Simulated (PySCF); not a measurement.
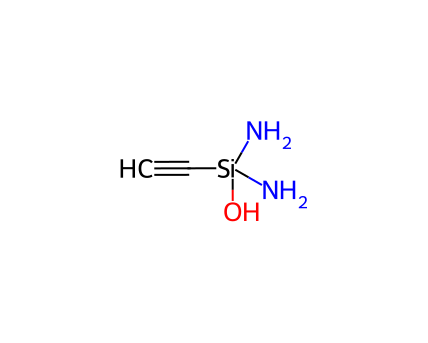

2D structure.

> Write the SMILES.

C#C[Si](N)(N)O

> Give the formula, hydrogens included.

C2H6N2OSi.

> An optimisation with PBE0-D3(BJ)/def2-SVP gave a structure of which point group?

C1.

The parts below concern this one geometry. Atoms keep their numbers from picture to picture. The computed structure is the end point of a PBE0-D3(BJ)/def2-SVP optimisation. No frequency run is at hand to confirm it as a minimum.

**Geometry**

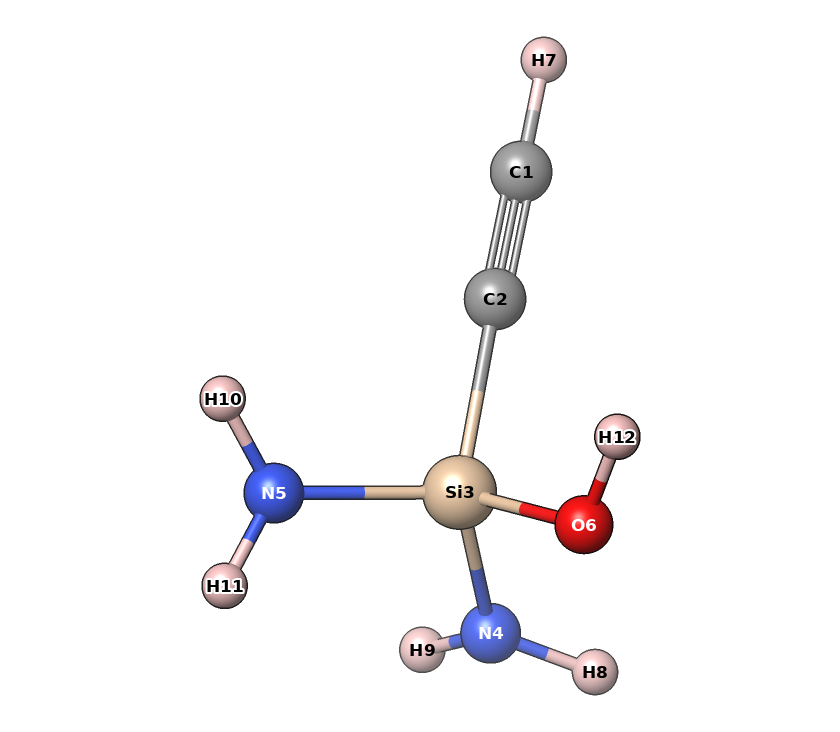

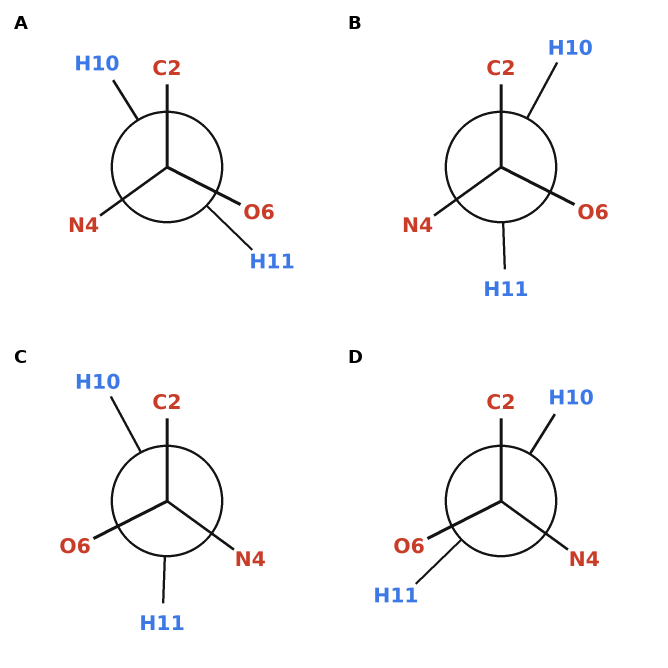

Distant atoms are faded towards the background colour. Bonds that would overlap in a projection are set slightly apart. No frequency run is at hand to confirm it as a minimum.

> Which Newman projection shows the view along Si3–N5, with Si3 in front?

C. The torsion angle O6–Si3–N5–H10 is 89°, about perpendicular.

**Levels of theory compared**

No frequency run is at hand to confirm it as a minimum. Program: PySCF 2.14.0.

At this fixed geometry, give HOMO energy (eV), HOMO–LUMO gap (eV), dipole (D) at these levels: CAM-B3LYP/pcSseg-1; LC-wPBE/pcSseg-1; PBE0/IGLO-III; PBE0/aug-cc-pVDZ; PBE0/pcSseg-1; PBE0/pcSseg-2; WP04/pcSseg-1.

| level | HOMO energy (eV) | HOMO–LUMO gap (eV) | dipole (D) |
| --- | --- | --- | --- |
| CAM-B3LYP/pcSseg-1 | −8.80 | 10.28 | 1.26 |
| LC-wPBE/pcSseg-1 | −10.28 | 12.90 | 1.33 |
| PBE0/IGLO-III | −7.50 | 7.63 | 1.08 |
| PBE0/aug-cc-pVDZ | −7.52 | 7.28 | 1.11 |
| PBE0/pcSseg-1 | −7.40 | 7.73 | 1.22 |
| PBE0/pcSseg-2 | −7.54 | 7.65 | 1.18 |
| WP04/pcSseg-1 | −8.43 | 6.76 | 1.22 |

**Charges**

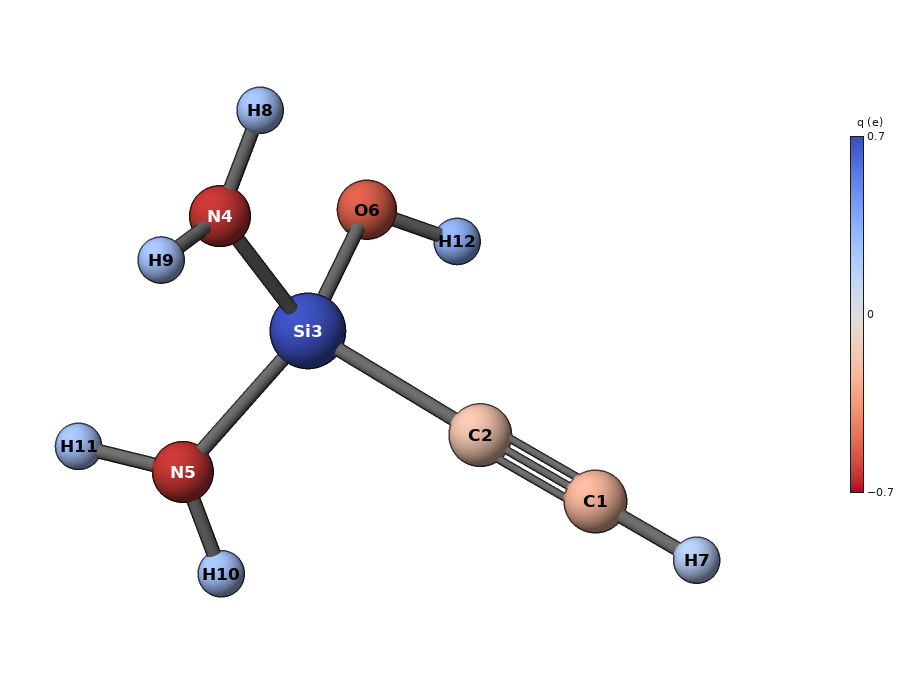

Atoms are coloured by their Mulliken charges. No frequency run is at hand to confirm it as a minimum. Method: PBE0/def2-TZVP, gas phase (PySCF 2.14.0).

List the Mulliken charges.

```tsv
atom	value (e)
C1	−0.23
C2	−0.17
Si3	0.68
N4	−0.62
N5	−0.62
O6	−0.52
H7	0.18
H8	0.25
H9	0.24
H10	0.24
H11	0.24
H12	0.32
```

**Core levels**

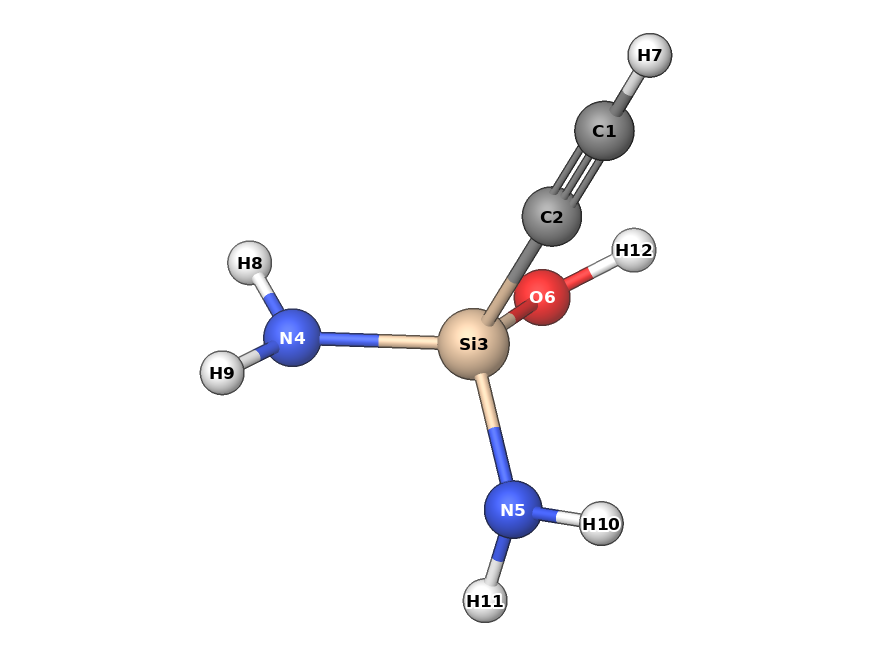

No frequency run is at hand to confirm it as a minimum. Properties computed with delta-SCF UKS SCAN, pcX-1 on the ionised atom, pcseg-1 elsewhere, spin-free X2C (PySCF 2.14.0).

Give the core-electron binding energies (to vacuum; p and d levels without spin–orbit splitting) of C1 1s, C2 1s, Si3 1s, Si3 2p, N4 1s, O6 1s.

```tsv
atom	level	binding energy (eV)
C1	1s	290.4
C2	1s	290.1
Si3	1s	1848.0
Si3	2p	108.1
N4	1s	404.6
O6	1s	538.2
```

**NMR shielding**

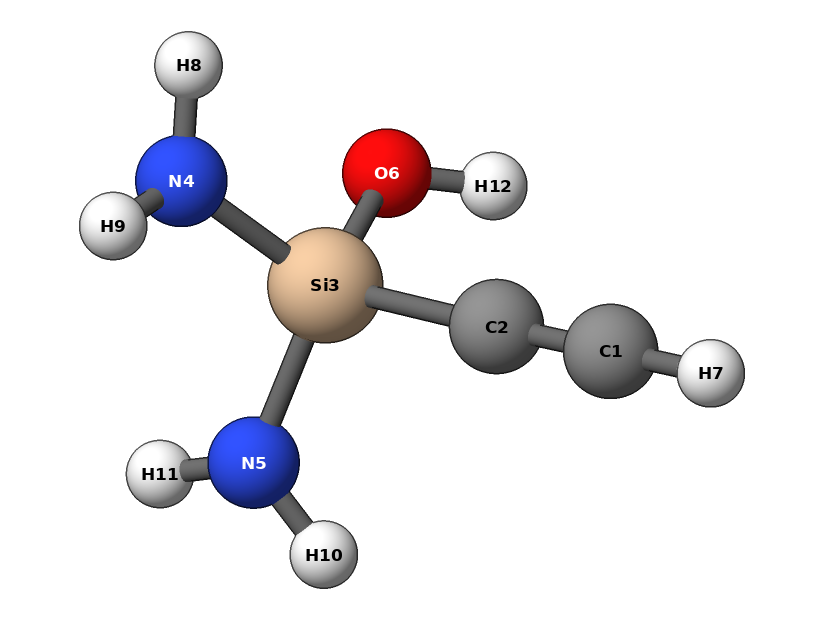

No frequency run is at hand to confirm it as a minimum. Properties computed with GIAO PBE0/STO-3G NMR shielding, non-relativistic, gas phase (PySCF 2.14.0). Principal shieldings σ11 ≤ σ22 ≤ σ33, span Ω = σ33 − σ11, skew κ = 3(σiso − σ22)/Ω.

Give the shielding tensors of the O atoms.

```tsv
atom	σ11	σ22	σ33	σiso	Ω	κ
O6	311.6	395.7	467.7	391.7	156.1	−0.08
```

Shieldings and span in ppm.

Mulliken values depend strongly on the basis set and can even reverse the polarity of a bond.
